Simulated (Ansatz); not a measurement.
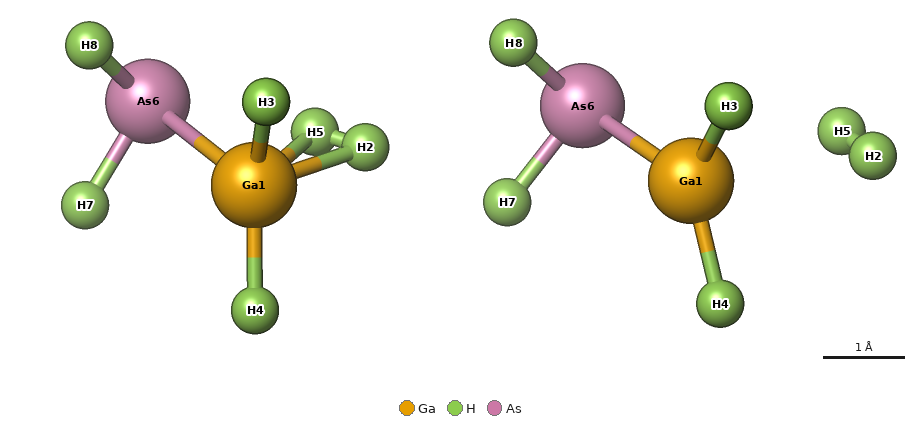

Two geometries of GaAsH6 (started from a transition state, displaced along its imaginary mode), drawn at one scale. One is the start of a relaxation, the other its converged end. The picture is a ball-and-stick view, seen at a tilt.

Theory: RKS PBE0-D4/def2-TZVP in Ansatz. Set-up: force threshold 0.005 eV/Å; at most 200 steps.

Question: Which one is relaxed?

Answer: The right one is the relaxed one. Over 11 accepted moves (12 points after the start) the energy falls by 90.0 kJ/mol. The largest force component goes from 2.5 to 0.0032 eV/Å. The line search rejected the trial step at point 4 of the run. H5 moves most after the best rigid fit: 0.83 Å. Largest moves by element: H 0.83 Å, As 0.34 Å, Ga 0.31 Å. Near-neighbour distances that change, for instance: H5–As6 2.181 → 3.255 Å, Ga1–H5 1.763 → 2.428 Å, Ga1–H2 1.841 → 2.433 Å, Ga1–As6 2.611 → 2.426 Å. Bonds break: Ga1–H2 (1.84 → 2.43 Å), Ga1–H5 (1.76 → 2.43 Å). Among the angles between lasting bonds that change: H3–Ga1–H4 135.2° → 121.2°, Ga1–As6–H7 82.3° → 92.1°, H3–Ga1–As6 110.5° → 119.4°.
